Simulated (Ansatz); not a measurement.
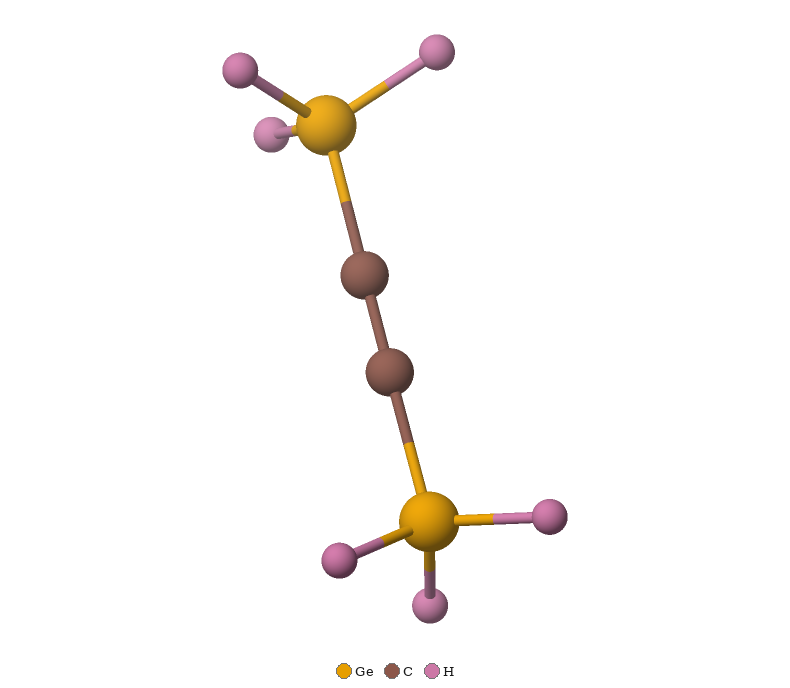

The geometry was computed by an optimisation with PBE-D4/def2-SVP. No frequency run is at hand to confirm it as a minimum.

Give the structural formula.

SMILES: [GeH3][C]#[C][GeH3]

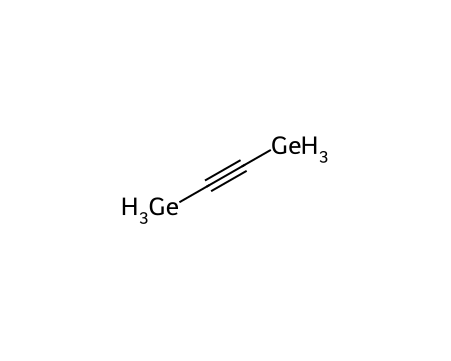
